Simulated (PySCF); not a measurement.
SMILES [AlH]([Br])[Br] (HAlBr2), B3LYP/def2-SVP optimised geometry. Atoms within 1.6 Å of the plane z = 1.5 Å (x, y, z in Å): Al1 (-0.58, -0.31, 0.00), H2 (-1.37, -1.66, 0.00), Br3 (-1.68, 1.66, 0.00), Br4 (1.68, -0.31, 0.00).

Computed with B3LYP/def2-TZVP in PySCF.

Map of the LUMO amplitude (bohr^(-3/2)) on the plane z = 1.5 Å; orbital energy -1.86 eV, overall sign arbitrary:

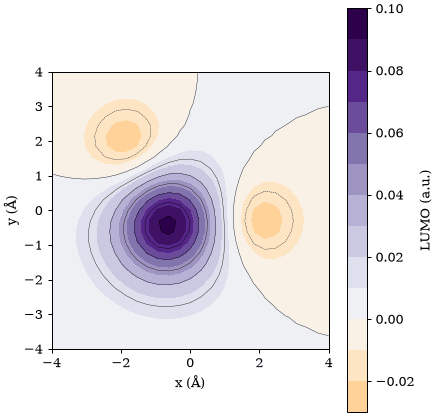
*LUMO amplitude (bohr^(-3/2)) on the plane z = 1.5 Å.*
